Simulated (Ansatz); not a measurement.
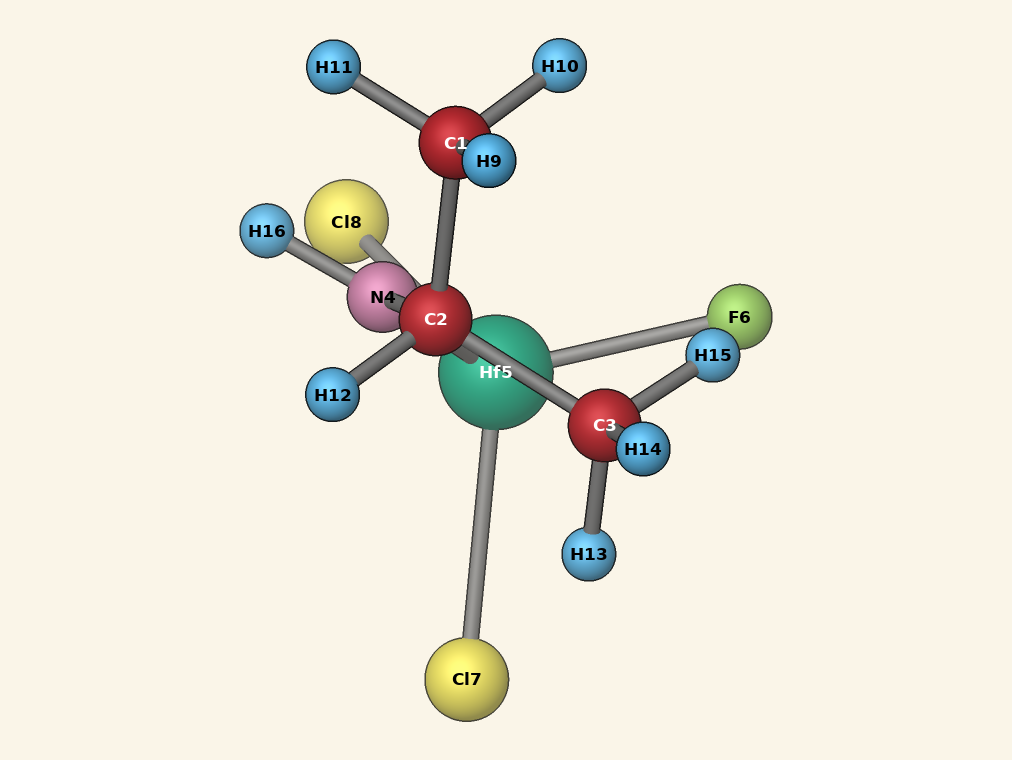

N4 lies behind C2. The molecule seen a little off the C2–N4 bond, C2 in front. Atoms fade into the background with distance from the viewer. The species is neutral and a spin singlet. The computed structure is the end point of a PBE0-D4/def2-TZVP optimisation.

> What is the torsion angle C1–C2–N4–Hf5? The sign is positive where the front bond must turn clockwise to cover the back bond.

121°, anticlinal.
